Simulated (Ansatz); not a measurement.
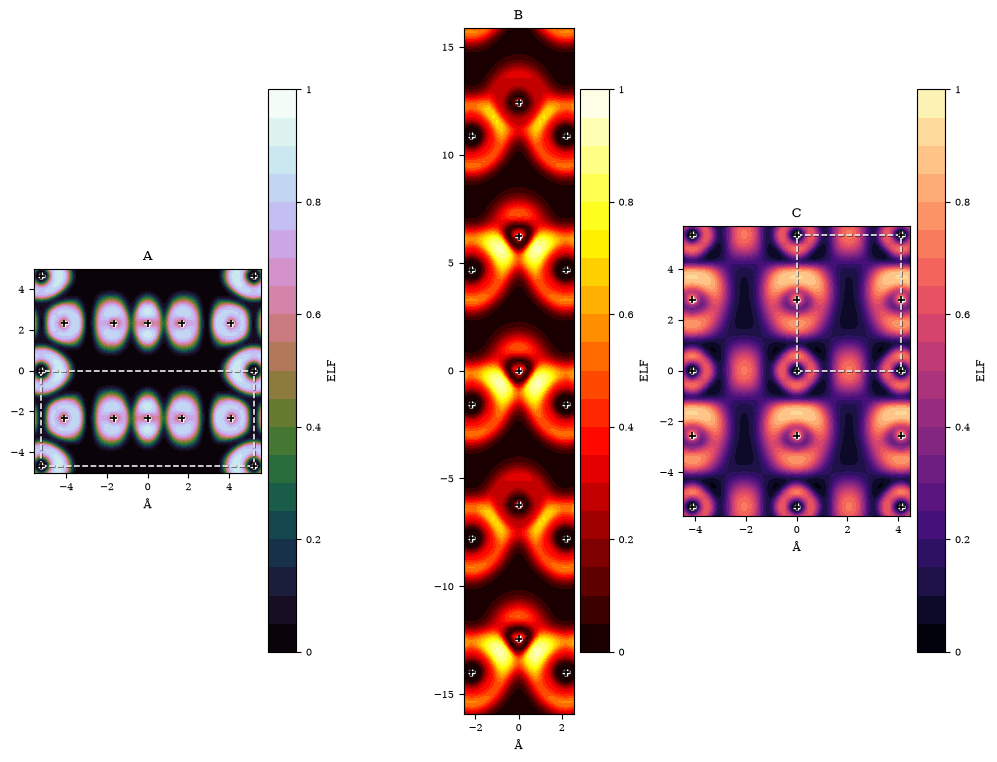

The electron localisation function of 3 systems, each on a plane through atoms (crosses mark nuclei in the plane).

Computed with DFT PBE, scalar-relativistic, plane waves, PAW in Ansatz.

System 1: Al3Ga2Sb5, the (100) plane of the conventional cell. Space group I-4m2; a structure generated by program, which may or may not match a known phase.

```
Al Ga Sb
1.0
     4.39911    0.00000    0.00000
     0.00000    4.39911    0.00000
     0.00000    0.00000   31.09672
Al Ga Sb
6 4 10
Direct
  0.50000 0.50000 0.39979
  0.00000 0.00000 0.89979
  0.50000 0.50000 0.00000
  0.00000 0.00000 0.50000
  0.00000 0.00000 0.10021
  0.50000 0.50000 0.60021
  0.50000 0.50000 0.20019
  0.00000 0.00000 0.70019
  0.00000 0.00000 0.29981
  0.50000 0.50000 0.79981
  0.50000 0.00000 0.34982
  0.00000 0.50000 0.84982
  0.00000 0.50000 0.44990
  0.50000 0.00000 0.94990
  0.00000 0.50000 0.05010
  0.50000 0.00000 0.55010
  0.50000 0.00000 0.15018
  0.00000 0.50000 0.65018
  0.00000 0.50000 0.25000
  0.50000 0.00000 0.75000
```

System 2: LaF5, the (11̄0) plane of the conventional cell. Space group P4/mmm; a structure generated by program, which may or may not match a known phase.

System 3: Ti2Si3, the (010) plane of the conventional cell. Space group P4mm; a structure generated by program, which may or may not match a known phase; computed without spin polarisation.

### Match each panel to its system.

Panel A is system 2, LaF5: the plane holds La and F. La–F (2.59 Å): the ELF is about 0.15 at the midpoint: no shared electron pair shows on this line. Panel B is system 1, Al3Ga2Sb5: the plane holds Al, Ga and Sb. Ga–Sb (2.69 Å): the ELF peaks at about 0.70 between the atoms. Panel C is system 3, Ti2Si3: the plane holds Ti and Si.
